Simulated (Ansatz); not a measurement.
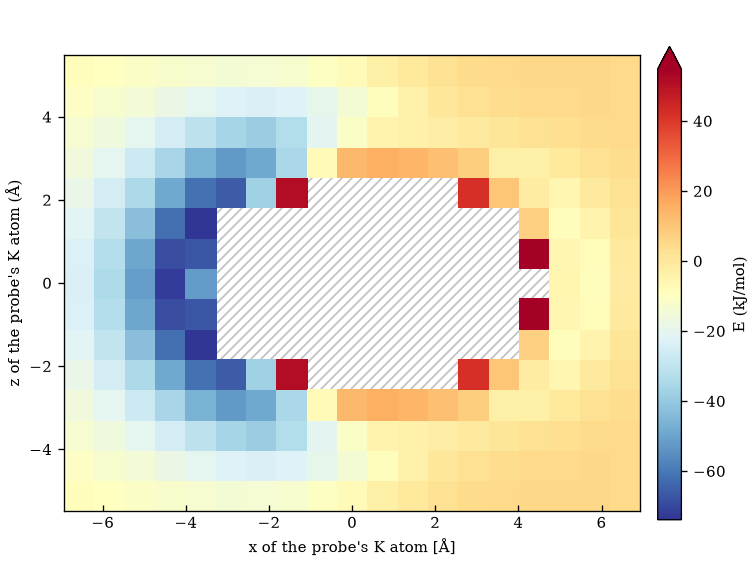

Energy landscape of BFGeH₄ (SMILES [BH2][GeH2][F]) with the probe K+. The probe is moved over the plane through the molecule's long axis and the normal of its main plane. The first coordinate is: x of the probe's K atom; the second: z of the probe's K atom. Nothing is relaxed (molecule and probe rigid). The scan uses a 19 × 15 grid; 167 points were computed and 57 follow by symmetry. At 61 points there is no value (left out of the scan, as a rule where atoms come close). All energies are given in kJ/mol relative to molecule and probe far apart, each relaxed in its own basis (no counterpoise correction). Energies and slopes of some neighbouring points disagree (a jump in structure or state, or too coarse a mesh). Computed with RKS PBE-D4/def2-TZVP (Ansatz).

The picture shows one coloured cell a grid point, one colour for all values above the top of the scale, hatched blanks where no value was computed. 

What does the map say about the system?

Answer. The lowest grid point is at x of the probe's K atom = −3.65 Å, z of the probe's K atom = −1.46 Å [nearest 1 F at 2.63 Å], −74 kJ/mol from molecule and probe far apart, each relaxed in its own basis (no counterpoise correction). The highest grid point, x of the probe's K atom = 4.38 Å, z of the probe's K atom = 0.73 Å [nearest 1 H at 1.88 Å], lies 129 kJ/mol above the lowest.

The whole map (167 points run) took 18 min on 1 thread of Arm Neoverse V2, on a shared host.
